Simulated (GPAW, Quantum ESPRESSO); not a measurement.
# Near-edge structure at the As K edge of As (R-3m)

Aim: the As K edge of As (R-3m) by two routes, a Lanczos recursion (XSpectra) and a sum over empty bands (GPAW), to see which features are robust.

Calculated with Quantum ESPRESSO 7.5; core-hole supercells, plane-wave PAW PBE (first program; GPAW 26.7.0 follows as the second).

The database entry behind the starting cell differs from later determinations by our own check (old inner coordinate), so it need not match the best structure at ambient conditions.

## Step 1: The starting structure

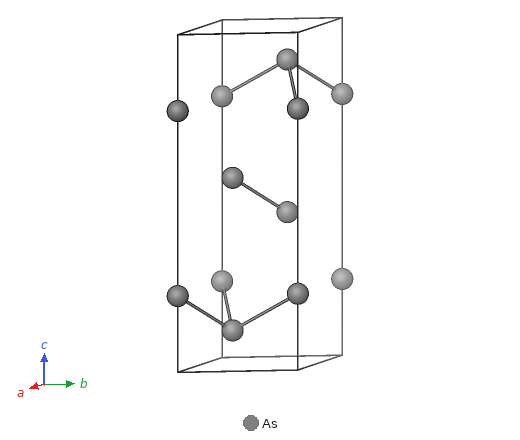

Start, viewed slightly off an axis; arsenic grey. This picture shows the conventional cell, with its axes. Bonds to atoms that aren't drawn are left out. Some periodic images of atoms are drawn too.

## Step 2: Ground state of the crystal (Quantum ESPRESSO)

The ground state comes first: it tells whether the system has a gap, which decides how the excited electron is treated.

scf.in

```
&control
   calculation='scf', prefix='x', pseudo_dir='../pp', outdir='tmp', tprnfor=.true.
/
&system
   ibrav=0, nat=2, ntyp=2, nbnd=9
   ecutwfc=40, ecutrho=220
   occupations='smearing', smearing='mv', degauss=0.015
/
&electrons
   conv_thr=2.0e-08, electron_maxstep=120
   mixing_beta=0.5
/
ATOMIC_SPECIES
As3 1.0 As.pbe-nx-kjpaw.UPF
As 1.0 As.pbe-nx-kjpaw.UPF
CELL_PARAMETERS angstrom
  1.88079690 1.08587860 3.51406199
  -1.88079690 1.08587860 3.51406199
  0.00000000 -2.17175719 3.51406199
ATOMIC_POSITIONS crystal
As3  0.22600000 0.22600000 0.22600000
As   0.77400000 0.77400000 0.77400000
K_POINTS automatic
9 9 9 0 0 0
```

As.pbe-nx-kjpaw.ld1.in

```
&input
   title='As', zed=33., rel=1, iswitch=3, dft='PBE',
   config='[Ar] 4s2 4p3 3d10 4d-1'
/
&inputp
   file_pseudopw='As.pbe-nx-kjpaw.UPF', author='',
   lpaw=.true.,
   pseudotype=3,
   lloc=2,
   which_augfun='PSQ',
   rmatch_augfun_nc=.true.,
   nlcc=.true.,
   new_core_ps=.true.,
   rcore=1.5,
   tm=.true.,
   lgipaw_reconstruction=.true., use_paw_as_gipaw=.true.
/
5
4S  1  0  2.00  0.00  1.60  1.80  0.0
4S  1  0  0.00  0.40  1.60  1.80  0.0
4P  2  1  3.00  0.00  1.60  2.00  0.0
4P  2  1  0.00  2.00  1.60  2.00  0.0
4D  3  2  -2.00  0.50  2.00  2.00  0.0
```

Run with:

```bash
> OMP_NUM_THREADS=1 mpirun --oversubscribe --bind-to none -np 4 pw.x -nk 4 -in scf.in > scf.out
```

What it wrote:

```text
     [... banner and references ...]
using ibrav=0 with symmetry is DISCOURAGED, use correct ibrav instead

     G-vector sticks info
     --------------------

     Using Slab Decomposition

     bravais-lattice index     =            0
     lattice parameter (alat)  =       7.8065  a.u.
     unit-cell volume          =     290.5899 (a.u.)^3
     number of atoms/cell      =            2
     number of atomic types    =            2
     number of electrons       =        10.00
     number of Kohn-Sham states=            9
     kinetic-energy cutoff     =      40.0000  Ry
     charge density cutoff     =     220.0000  Ry
     scf convergence threshold =      2.0E-08
     mixing beta               =       0.5000
     number of iterations used =            8  plain     mixing
     Exchange-correlation= SLA  PW   PBX  PBC
                           (   1   4   3   4   0   0   0)

     celldm(1)=   7.806459  celldm(2)=   0.000000  celldm(3)=   0.000000
     celldm(4)=   0.000000  celldm(5)=   0.000000  celldm(6)=   0.000000

     crystal axes: (cart. coord. in units of alat)
               a(1) = (   0.455289   0.262861   0.850656 )
               a(2) = (  -0.455289   0.262861   0.850656 )
               a(3) = (   0.000000  -0.525722   0.850656 )

     reciprocal axes: (cart. coord. in units 2 pi/alat)
               b(1) = (  1.098205  0.634049  0.391854 )
               b(2) = ( -1.098205  0.634049  0.391854 )
               b(3) = (  0.000000 -1.268098  0.391854 )

     PseudoPot. #1 for As:     Pseudo is Projector augmented-wave + core cor, Zval =  5.0

     PseudoPot. #2 for As:     Pseudo is Projector augmented-wave + core cor, Zval =  5.0

     atomic species   valence    mass     pseudopotential
     As3               5.00     1.00000     As( 1.00)
     As                5.00     1.00000     As( 1.00)

      6 Sym. Ops. (no inversion) found

   Cartesian axes

     site n.     atom                  positions (alat units)
         1        As3    tau(   1) = (  -0.0000000   0.0000000   0.5767451  )
         2        As     tau(   2) = (  -0.0000000   0.0000000   1.9752244  )

     number of k points=    85  Marzari-Vanderbilt smearing, width (Ry)=  0.0150
                       cart. coord. in units 2pi/alat
        k(    1) = (   0.0000000   0.0000000   0.0000000), wk =   0.0027435
        k(    2) = (   0.0000000  -0.1408997   0.0435394), wk =   0.0164609
        k(    3) = (   0.0000000  -0.2817995   0.0870787), wk =   0.0164609
        k(    4) = (   0.0000000  -0.4226992   0.1306181), wk =   0.0164609
        k(    5) = (   0.0000000  -0.5635989   0.1741574), wk =   0.0164609
[...]
k(   83) = (   0.8541592   0.4931491  -0.2176968), wk =   0.0164609
        k(   84) = (  -0.0000000  -0.0000000   0.5224723), wk =   0.0054870
        k(   85) = (  -0.0000000   1.1271978   0.1741574), wk =   0.0164609

     Dense  grid:    16021 G-vectors     FFT dimensions: (  40,  40,  40)

     Smooth grid:     9951 G-vectors     FFT dimensions: (  32,  32,  32)

     Initial potential from superposition of free atoms

     starting charge       9.9995, renormalised to      10.0000
     Starting wfcs are    8 randomized atomic wfcs +    1 random wfcs
     Checking if some PAW data can be deallocated...

     per-process dynamical memory:    20.9 Mb

     Self-consistent Calculation

     iteration #  1     ecut=    40.00 Ry     beta= 0.50
     Davidson diagonalization with overlap
     ethr =  1.00E-02,  avg # of iterations =  5.0

     Threshold (ethr) on eigenvalues was too large:
     Diagonalizing with lowered threshold

     Davidson diagonalization with overlap
     ethr =  1.16E-04,  avg # of iterations =  2.9

     total energy              =    -351.98258656 Ry
     estimated scf accuracy    <       0.01150591 Ry

     iteration #  2     ecut=    40.00 Ry     beta= 0.50
     Davidson diagonalization with overlap
[...]
13.5954

          k = 0.0000-0.4227 0.1306 (  1227 PWs)   bands (ev):

    -5.9894  -1.6947   4.7753   4.9147   6.5075   8.2245   8.8777   9.4312
    14.5127

          k = 0.0000-0.5636 0.1742 (  1242 PWs)   bands (ev):

    -5.0036  -3.1380   4.7617   4.8099   7.0169   7.5612   8.1296   9.0901
    15.9042

          k =-0.1220-0.0704 0.0871 (  1233 PWs)   bands (ev):

[...]
k =-0.1220-0.2113 0.1306 (  1240 PWs)   bands (ev):

[...]
k =-0.1220-0.3522 0.1742 (  1236 PWs)   bands (ev):

[...]
k =-0.1220-0.4931 0.2177 (  1238 PWs)   bands (ev):

[...]
k =-0.1220 0.6340-0.1306 (  1242 PWs)   bands (ev):

[...]
k =-0.1220 0.4931-0.0871 (  1238 PWs)   bands (ev):

[...]
k =-0.1220 0.3522-0.0435 (  1233 PWs)   bands (ev):

[...]
k =-0.1220 0.2113-0.0000 (  1227 PWs)   bands (ev):

[...]
k =-0.2440-0.1409 0.1742 (  1246 PWs)   bands (ev):

[...]
k =-0.2440 0.7045-0.0871 (  1246 PWs)   bands (ev):

[...]
k =-0.0000 0.2818 0.0435 (  1238 PWs)   bands (ev):

[...]
k =-0.1220 0.6340-0.0000 (  1243 PWs)   bands (ev):

[...]
k =-0.1220 0.4931 0.0435 (  1245 PWs)   bands (ev):

[...]
k =-0.1220 0.3522 0.0871 (  1237 PWs)   bands (ev):

[...]
k =-0.2440 0.8454-0.0000 (  1241 PWs)   bands (ev):

[...]
k =-0.2440 0.7045 0.0435 (  1240 PWs)   bands (ev):

[...]
k =-0.2440 0.5636 0.0871 (  1244 PWs)   bands (ev):

[...]
k = 0.6101 0.3522-0.3048 (  1245 PWs)   bands (ev):

[...]
k = 0.6101 0.2113-0.2612 (  1244 PWs)   bands (ev):

[...]
k = 0.6101 0.0704-0.2177 (  1246 PWs)   bands (ev):

[...]
k = 0.4881 0.2818-0.2177 (  1250 PWs)   bands (ev):

[...]
k = 0.4881 0.1409-0.1742 (  1244 PWs)   bands (ev):

[...]
k = 0.3661 0.2113-0.1306 (  1244 PWs)   bands (ev):

[...]
k =-0.0000 0.8454-0.0000 (  1244 PWs)   bands (ev):

[...]
k = 0.7321 0.4227-0.2612 (  1249 PWs)   bands (ev):

[...]
k = 0.7321 0.2818-0.2177 (  1241 PWs)   bands (ev):

[...]
k = 0.6101 0.3522-0.1742 (  1247 PWs)   bands (ev):

[...]
k =-0.0000-0.1409 0.4354 (  1248 PWs)   bands (ev):

[...]
k =-0.1220-0.0704 0.4789 (  1249 PWs)   bands (ev):

[...]
k =-0.1220 1.0567 0.1306 (  1241 PWs)   bands (ev):

[...]
k =-0.1220 0.9158 0.1742 (  1243 PWs)   bands (ev):

[...]
k = 0.8542 0.4931-0.2177 (  1237 PWs)   bands (ev):

    -5.6373  -2.1003   2.4700   4.6103   5.9965  10.0759  10.2430  12.3330
    14.4024

          k =-0.0000-0.0000 0.5225 (  1244 PWs)   bands (ev):

    -6.2322  -2.2208   5.8140   5.8140   7.0003   8.4663   8.4663   9.5000
    15.6006

          k =-0.0000 1.1272 0.1742 (  1236 PWs)   bands (ev):

    -6.0393  -2.2496   4.1912   5.4314   7.2683   8.6993   8.9439  10.7370
    15.3992

     the Fermi energy is     7.6338 ev

!    total energy              =    -351.98256318 Ry
     total all-electron energy =     -9043.917282 Ry
     estimated scf accuracy    <          8.5E-09 Ry
     smearing contrib. (-TS)   =       0.00015653 Ry
     internal energy E=F+TS    =    -351.98271972 Ry

     The total energy is F=E-TS. E is the sum of the following terms:
     one-electron contribution =       8.28864078 Ry
     hartree contribution      =       1.41249215 Ry
     xc contribution           =     -22.94925195 Ry
     ewald contribution        =     -26.59350357 Ry
     one-center paw contrib.   =    -312.14109713 Ry

     convergence has been achieved in   6 iterations

     Forces acting on atoms (cartesian axes, Ry/au):

     atom    1 type  1   force =    -0.00000000    0.00000000    0.01861923
     atom    2 type  2   force =     0.00000000   -0.00000000   -0.01861923

     Total force =     0.026332     Total SCF correction =     0.000038

     XML data file, charge density, pseudopotentials, collected wavefunctions

=------------------------------------------------------------------------------=
   JOB DONE.
=------------------------------------------------------------------------------=
```

Run time: 3.8 s. Hardware: 4 MPI ranks of Intel Xeon Platinum 8488C (Sapphire Rapids), shared host; peak memory 0.06 GiB.

Absorbing atoms carry a label of their own (element plus a letter or digit), as the spectrum program needs them as separate species.

The mesh shows no gap, so the system is treated as a metal and the core electron is put at the Fermi level (neutral cell).

## Step 3: Spectrum without a core hole, As atom 1 (Quantum ESPRESSO)

Without a hole the spectrum is the empty density of states of the right symmetry on the absorber, weighted by matrix elements. It needs only the small cell and serves as the baseline.

The absorber has 3 As at 2.51 Å (pyramidal, site symmetry 3m).

xspectra.in

```
&input_xspectra
   calculation='xanes_dipole', edge='K'
   prefix='x', outdir='tmp', xiabs=1, xe0=7.6338
   xonly_plot=.false., x_save_file='xanes.sav'
   xniter=3000, xcheck_conv=20, xerror=0.005
   xcoordcrys=.false., xepsilon(1)=1, xepsilon(2)=0, xepsilon(3)=0
/
&plot
   xnepoint=501, xemin=-10, xemax=70, terminator=.true., cut_occ_states=.true.
   xgamma=0.4
/
&pseudos
   filecore='../As.wfc'
/
&cut_occ
   cut_desmooth=0.1, cut_stepl=0.05, cut_stepu=0.05, cut_ierror=1e-5
/
8 8 8 0 0 0
```

Run with:

```bash
> OMP_NUM_THREADS=1 mpirun --oversubscribe --bind-to none -np 4 xspectra.x -nk 4 -in xspectra.in > xspectra.out
```

What it wrote:

```text
     [... banner and references ...]
Reading input_file

     calculation: xanes_dipole

     xepsilon  [cartesian coordinates]:   1.000000   0.000000   0.000000

     xonly_plot: FALSE
        => complete calculation: Lanczos + spectrum plot

     filecore (core-wavefunction file): ../As.wfc

     main plot parameters:
        cut_occ_states: TRUE
        gamma_mode:  constant
        -> using xgamma [eV]:  0.40
        xemin [eV]: -10.00
        xemax [eV]:  70.00
        xnepoint:  501
        xe0 [eV]:   7.633800 (energy zero read in input file)

[...]
x_save_file name:
     ->  xanes.sav
     x_save_file version:  2

     ... End STEP 1 ...

     ... Begin STEP 2 ...

     The spectrum is calculated using the following parameters:
        xe0 [eV]:    7.6338
        the occupied states are elimintate from the spectrum
        xemin [eV]: -10.00
        xemax [eV]:  70.00
        xnepoint:  501
        constant broadening parameter [eV]:    0.400
        Core level energy [eV]: -0.1187E+05
         (from electron binding energy of neutral atoms in X-ray data booklet)

     Cross-section successfully written in xanes.dat

     ... End STEP 2 ...

                                END JOB XSpectra
```

Elapsed: 42 s, on 4 MPI ranks; peak memory 0.08 GiB; 2.8 min of CPU time.

The core hole lives too briefly for so narrow a line (tabulated full width 2.1 eV). The run keeps xgamma small, and the tables are broadened afterwards: Lorentzian half width 1.07 eV up to 4 eV, rising linearly to 1.75 eV at 25 eV (not a setting of the program: the run's 0.4 eV curve was folded afterwards with a further Lorentzian).

The As K spectrum, As atom 1, no core hole (energy from the energy zero of the input (xe0, at the border of filled and empty states); intensity scaled to a mean of 1 over the first 20 eV; folded afterwards to Lorentzian half width 1.07 eV up to 4 eV, rising linearly to 1.75 eV at 25 eV; the points at xe0, where the cut of filled states can leave a spike, are interpolated; polarised curves are means over the symmetry-equivalent atoms):

```tsv
E (eV)	isotropic	ε ⊥ c	ε ∥ c
-2.0	0.21	0.21	0.20
-0.5	0.45	0.45	0.46
1.0	1.18	1.19	1.14
2.5	1.62	1.63	1.59
4.0	1.57	1.65	1.41
5.5	1.30	1.29	1.32
7.0	1.00	0.99	1.04
8.5	0.72	0.76	0.64
10.0	0.72	0.76	0.63
11.5	0.84	0.88	0.76
13.0	0.89	0.92	0.83
14.5	0.82	0.82	0.83
16.0	0.82	0.80	0.87
17.5	0.84	0.81	0.89
19.0	0.81	0.79	0.86
20.5	0.80	0.80	0.81
22.0	0.80	0.80	0.80
23.5	0.80	0.79	0.82
25.0	0.78	0.78	0.79
26.5	0.78	0.77	0.79
28.0	0.77	0.75	0.80
29.5	0.79	0.76	0.83
31.0	0.82	0.82	0.83
```

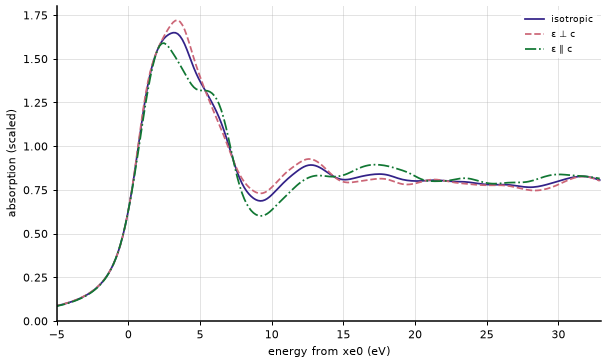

The As K edge, As atom 1, no core hole: main maxima at 3.1 and 12.7 eV.

Main maxima below 30 eV (height): 3.1 eV (1.65) and 12.7 eV (0.89). A K edge sees empty p states on the absorber.

## Step 4: Reference energy of the supercell (Quantum ESPRESSO)

The photon energy needs a difference of total energies, so the cell and mesh of the coming hole run are first run without a hole.

scf.in

```
&control
   calculation='scf', prefix='x', pseudo_dir='../pp', outdir='tmp', tprnfor=.true.
/
&system
   ibrav=0, nat=8, ntyp=1, nbnd=24
   ecutwfc=40, ecutrho=220
   occupations='smearing', smearing='mv', degauss=0.015
/
&electrons
   conv_thr=8.0e-08, electron_maxstep=120
   mixing_beta=0.5
/
ATOMIC_SPECIES
As 1.0 As.pbe-nx-kjpaw.UPF
CELL_PARAMETERS angstrom
  0.00000000 -4.34351438 -3.51406199
  -3.76159380 2.17175719 -3.51406199
  3.76159380 2.17175719 -3.51406199
ATOMIC_POSITIONS crystal
As   0.77400000 0.77400000 0.77400000
As   0.27400000 0.27400000 0.77400000
As   0.27400000 0.77400000 0.27400000
As   0.77400000 0.27400000 0.27400000
As   0.22600000 0.22600000 0.22600000
As   0.72600000 0.72600000 0.22600000
As   0.72600000 0.22600000 0.72600000
As   0.22600000 0.72600000 0.72600000
K_POINTS automatic
5 5 5 0 0 0
```

Run with:

```bash
> OMP_NUM_THREADS=1 mpirun --oversubscribe --bind-to none -np 4 pw.x -nk 4 -in scf.in > scf.out
```

What it wrote:

```text
     [... banner and references ...]
[banner, memory and clock lines left out]
Found identity + (  0.5000 -0.5000  0.0000) symmetry
     This is a supercell, fractional translations are disabled
     using ibrav=0 with symmetry is DISCOURAGED, use correct ibrav instead

     G-vector sticks info

     bravais-lattice index     =            0
     lattice parameter (alat)  =      10.5579  a.u.
     unit-cell volume          =    1162.3594 (a.u.)^3
[...]
atom    1 type  1   force =     0.00000000    0.00000000    0.01900218
     atom    2 type  1   force =    -0.00000228   -0.00000132    0.01899944
     atom    3 type  1   force =     0.00000228   -0.00000132    0.01899944
[...]
atom    7 type  1   force =    -0.00000228    0.00000132   -0.01899944
     atom    8 type  1   force =    -0.00000000   -0.00000263   -0.01899944

     Total force =     0.053740     Total SCF correction =     0.000091

     XML data file, charge density, pseudopotentials, collected wavefunctions
[key lines of the parts left out:]
!    total energy              =   -1407.92722927 Ry
the Fermi energy is     7.7506 ev
convergence has been achieved in   7 iterations
```

Elapsed: 8.2 s, on 4 MPI ranks; peak memory 0.1 GiB; 32 s of CPU time.

Reference energy: -492195.012 eV with the cores included.

## Step 5: The atom with a core hole (Quantum ESPRESSO)

The final state has one core electron fewer, so a PAW data set is made for an atom with that hole.

As.pbe-nx-kjpaw-1sch.ld1.in

```
&input
   title='As', zed=33., rel=1, iswitch=3, dft='PBE',
   config='1s1 2s2 2p6 3s2 3p6 4s2 4p4 3d10 4d-1'
/
&inputp
   file_pseudopw='As.pbe-nx-kjpaw-1sch.UPF', author='',
   lpaw=.true.,
   pseudotype=3,
   lloc=2,
   which_augfun='PSQ',
   rmatch_augfun_nc=.true.,
   nlcc=.true.,
   new_core_ps=.true.,
   rcore=1.5,
   tm=.true.,
   zval=6,
   lgipaw_reconstruction=.true., use_paw_as_gipaw=.true.
/
5
4S  1  0  2.00  0.00  1.60  1.80  0.0
4S  1  0  0.00  0.40  1.60  1.80  0.0
4P  2  1  4.00  0.00  1.60  2.00  0.0
4P  2  1  0.00  2.00  1.60  2.00  0.0
4D  3  2  -2.00  0.50  2.00  2.00  0.0
```

Run with:

```bash
> ld1.x < As.pbe-nx-kjpaw-1sch.ld1.in > As.pbe-nx-kjpaw-1sch.ld1.out
```

What it wrote:

```text
     [... banner and references ...]
PAW data will be used for GIPAW calculation
     --------------------------- All-electron run ----------------------------

     As
     scalar relativistic calculation

     atomic number is 33.00
     dft =PBE   lsd =0 sic =0 latt =0  beta=0.20 tr2=1.0E-14
     Exchange-correlation= PBE
                           (   1   4   3   4   0   0   0)
     mesh =1209 r(mesh) =  99.83237 a.u. xmin = -7.00 dx = 0.01250
     1 Ry =  13.60569312 eV, c = 137.03599908

     n l     nl                  e(Ry)          e(Ha)          e(eV)
     1 0     1S 1( 1.00)      -890.3092      -445.1546    -12113.2738
     2 0     2S 1( 2.00)      -115.8507       -57.9253     -1576.2286
     2 1     2P 1( 6.00)      -103.6545       -51.8273     -1410.2916
[...]
3 2     3D 1(10.00)        -3.9503        -1.9752       -53.7471

     final scf error:  1.0E-14 reached in  30 iterations

     Etot =   -3646.376595 Ry,   -1823.188298 Ha,  -49611.480966 eV

     Ekin =    3704.974594 Ry,    1852.487297 Ha,   50408.747354 eV
     Encl =   -9008.997439 Ry,   -4504.498720 Ha, -122573.654506 eV
     Eh   =    1805.311342 Ry,     902.655671 Ha,   24562.512110 eV
     Exc  =    -147.665092 Ry,     -73.832546 Ha,   -2009.085924 eV

     normalization and overlap integrals

     s(1S/1S) =  1.000000  <r> =   0.0451  <r2> =    0.0027  r(max) =   0.0296
     s(1S/2S) = -0.005506
     s(1S/3S) = -0.002103
     s(1S/4S) = -0.000662
     s(2S/2S) =  1.000000  <r> =   0.1983  <r2> =    0.0464  r(max) =   0.1659
[...]
s(2P/2P) =  1.000000  <r> =   0.1717  <r2> =    0.0361  r(max) =   0.1325
     s(2P/3P) = -0.001029
     s(2P/4P) = -0.000251
     s(3S/3S) =  1.000000  <r> =   0.5803  <r2> =    0.3877  r(max) =   0.5046
[...]
Ekin =    3704.974594 Ry,    1852.487297 Ha,   50408.747354 eV
     Encl =   -9008.997439 Ry,   -4504.498720 Ha, -122573.654506 eV
     Eh   =    1805.311342 Ry,     902.655671 Ha,   24562.512110 eV
     Exc  =    -147.665092 Ry,     -73.832546 Ha,   -2009.085924 eV

     normalization and overlap integrals

[...]
s(2S/4S) = -0.000387
     s(2P/2P) =  1.000000  <r> =   0.1717  <r2> =    0.0361  r(max) =   0.1325
     s(2P/3P) = -0.001029
     s(2P/4P) = -0.000251
     s(3S/3S) =  1.000000  <r> =   0.5803  <r2> =    0.3877  r(max) =   0.5046
     s(3S/4S) = -0.000233
     s(3P/3P) =  1.000000  <r> =   0.5907  <r2> =    0.4093  r(max) =   0.4983
     s(3P/4P) = -0.000163
     s(4S/4S) =  1.000000  <r> =   1.8150  <r2> =    3.7887  r(max) =   1.5349
     s(4P/4P) =  1.000000  <r> =   2.3007  <r2> =    6.2655  r(max) =   1.8058
     s(3D/3D) =  1.000000  <r> =   0.6288  <r2> =    0.4947  r(max) =   0.4509

     ------------------------ End of All-electron run ------------------------

     ---------------------- Testing the pseudopotential ----------------------

     As
     scalar relativistic calculation

     atomic number is 33.00   valence charge is  6.00
     dft = SLA  PW   PBX  PBC   lsd =0 sic =0 latt =0  beta=0.20 tr2=1.0E-14
     mesh =1209 r(mesh) =  99.83237 xmin = -7.00 dx = 0.01250

     n l     nl             e AE (Ry)        e PS (Ry)    De AE-PS (Ry)
     1 0     4S   1( 2.00)       -1.24262       -1.24262        0.00000
     2 1     4P   1( 4.00)       -0.48132       -0.48132        0.00000

     eps = 3.2E-15  iter =  3

     Etot =   -3646.376595 Ry,   -1823.188298 Ha,  -49611.480966 eV
     Etotps =  -161.078763 Ry,     -80.539382 Ha,   -2191.588222 eV

     Ekin =      32.070579 Ry,      16.035289 Ha,     436.342453 eV
     Encl =     -60.788705 Ry,     -30.394353 Ha,    -827.072472 eV
     Ehrt =      15.304452 Ry,       7.652226 Ha,     208.227681 eV
     Ecxc =    -147.665089 Ry,     -73.832544 Ha,   -2009.085885 eV
     (Ecc =      -5.804759 Ry,      -2.902380 Ha,     -78.977774 eV)

     ---------------------- End of pseudopotential test ----------------------
```

Elapsed: 0.91 s, on 1 MPI rank; peak memory 0.12 GiB.

Removing the core electron and adding it to the valence shell costs the free atom 11908.2 eV.

(Continued in part 2 of 4.)

[Banner, clock and machine lines of the logs are left out without a mark of their own.]

[Logs are printed without paths, hosts, clocks, repeated set-up lines and the standing remarks that a program may print on its own settings, such as how far it seeks lower states.]

[Hosts, paths, dates, database ids (printed as entryN), source tags and the programs' standing remarks are cut or masked in the printed files.]

[Lists of maxima count a maximum above −3 eV only where it reaches 4 % of the highest in the window and stands out from its surroundings by 2 % of it (1.5 % where it reaches 55 %); shoulders and weaker maxima are passed over, and of the rest the first, up to two pre-edge ones and the few strongest are named.]
